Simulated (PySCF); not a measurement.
Cl$_{3}$Si, charge +1, SMILES `Cl[Si+](Cl)Cl`.

Method: ωB97X/aug-cc-pVDZ; geometry: GFN2-xTB; program: PySCF. No frequency check shows the geometry to be a minimum. GFN2-xTB bond lengths at metals and heavier atoms can be off by up to 0.1 Å and shapes distorted, which carries into these values.

Coordinates in Å:

```
Cl1     -0.3925    1.8994    0.0000
Si2      0.0001    0.0000    0.0000
Cl3     -1.4486   -1.2896    0.0000
Cl4      1.8411   -0.6098    0.0000
```

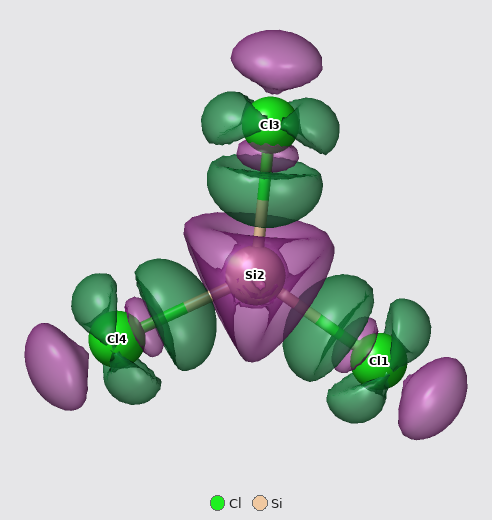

Deformation density (molecule less spherical, spin-averaged free atoms at the same positions), surfaces at ±0.05 e/Å³; green: gain, purple: loss.

### How much density has each bond gained at its critical point, relative to the free atoms?

Si2–Cl4, Cl1–Si2 and Si2–Cl3: +0.10 e/Å³ at the bond critical point (bond length 1.94 Å). In all, 0.7 electrons gather in the regions of gain relative to the promolecule of neutral atoms (the regions of loss give up this much and the cation's charge besides). A small or negative value marks a very polar bond, one between electron-rich atoms, whose free-atom densities already overlap strongly, a long bond to a heavier atom, or a closed-shell contact such as a hydrogen bond.

### Where do the Hirshfeld charges lie?

The highest Hirshfeld charge is on Si2 (+0.62 e), the lowest on Cl1, Cl3 and Cl4 (+0.13 e).
